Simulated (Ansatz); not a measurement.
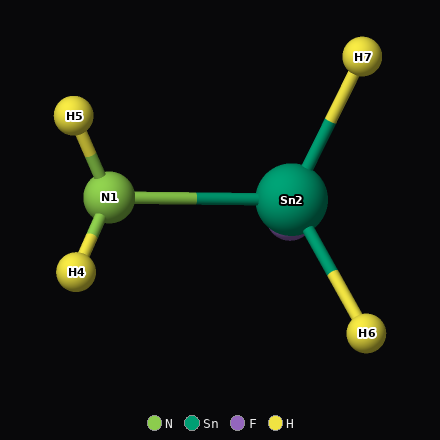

The system is FH₄NSn, SMILES [NH2][SnH2][F]; the picture shows the reference structure. Coordinates scanned: (1) angle H4–N1–Sn2; (2) dihedral H4–N1–Sn2–F3. Nothing is relaxed (all other coordinates rigid). The grid has 13 × 12 points. Points are written as (first, second). Energies: kcal/mol, counted from the lowest grid point. Method: RKS PBE0-D4/def2-TZVP in Ansatz 0.2.0.

Its coordinates:

```yaml
atoms:
  - { symbol: N, position_ang: [-0.8240, 0.0883, -0.9435] }
  - { symbol: Sn, position_ang: [0.4978, -0.0649, 0.5429] }
  - { symbol: F, position_ang: [0.2329, -1.8268, 1.2731] }
  - { symbol: H, position_ang: [-1.5859, 0.7384, -0.8292] }
  - { symbol: H, position_ang: [-0.4685, 0.1283, -1.8860] }
  - { symbol: H, position_ang: [0.1141, 0.9715, 1.8338] }
  - { symbol: H, position_ang: [2.0948, -0.1027, -0.0369] }
```

Range: angle H4–N1–Sn2 from 72.8 to 162.8°; dihedral H4–N1–Sn2–F3 from −180 to 150°.

Q: What will the energy surface look like?

A: The lowest grid point is at (117.8°, −60°). A higher local minimum lies near (117.8°, 120°) (0.9 kcal/mol above the lowest at that grid point). The highest grid point, (72.8°, −150°), lies 35.0 kcal/mol above the lowest. On the interpolated surface the easiest way out of the lowest well to the well at about (117°, 110°) passes a barrier of about 3.1 kcal/mol. Round the minimum the two coordinates are nearly uncoupled.

```tsv
dihedral H4–N1–Sn2–F3 ↓, angle H4–N1–Sn2 →	72.8	80.3	87.8	95.3	102.8	110.3	117.8	125.3	132.8	140.3	147.8	155.3	162.8
150	33.6	23.5	15.5	9.4	5.2	2.7	1.8	2.6	4.9	8.7	14.0	20.5	28.1
120	33.1	22.8	14.7	8.6	4.3	1.8	0.9	1.8	4.2	8.1	13.4	20.1	27.9
90	33.7	23.2	15.0	8.8	4.5	2.0	1.2	2.1	4.6	8.7	14.2	21.0	28.9
60	34.3	23.9	15.7	9.6	5.4	3.0	2.4	3.4	5.9	10.0	15.6	22.4	30.3
30	33.7	23.6	15.7	9.9	5.9	3.7	3.1	4.1	6.7	10.7	16.2	22.9	30.6
0	32.6	22.6	14.9	9.2	5.3	3.0	2.4	3.4	5.9	9.9	15.3	21.9	29.5
−30	31.8	21.7	13.9	8.0	4.0	1.7	1.0	1.9	4.4	8.3	13.7	20.3	28.1
−60	31.4	21.2	13.3	7.3	3.1	0.7	0.0	0.9	3.4	7.4	12.9	19.6	27.5
−90	32.0	21.7	13.7	7.6	3.5	1.0	0.3	1.3	3.8	7.9	13.4	20.2	28.2
−120	33.6	23.3	15.1	9.0	4.8	2.4	1.7	2.6	5.2	9.3	14.8	21.5	29.4
−150	35.0	24.6	16.5	10.4	6.1	3.7	2.9	3.8	6.3	10.3	15.6	22.2	29.9
−180	34.8	24.5	16.5	10.4	6.2	3.7	2.9	3.7	6.1	9.9	15.1	21.6	29.2
```

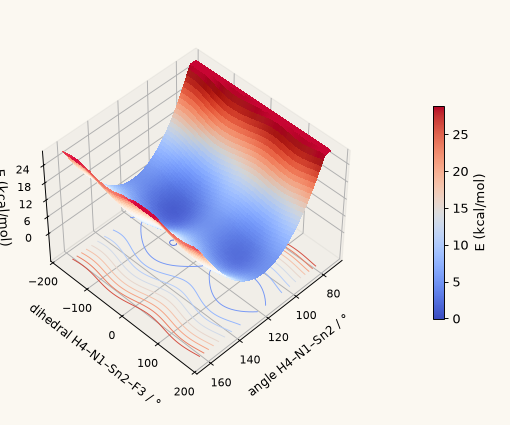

In the figure: a relief with its contours projected below, any walls above the top of the colour scale cut off. Between grid points the surface is interpolated.

Each point was launched as `ansatz run input.yaml --threads 1 --pin off --max-ram 2560MiB --backend cpu --events-out ev --progress --plain --runs-dir out`. Time for the 156 points that were run: 9.3 min on 1 thread of Arm Neoverse V2, with other jobs on the host.
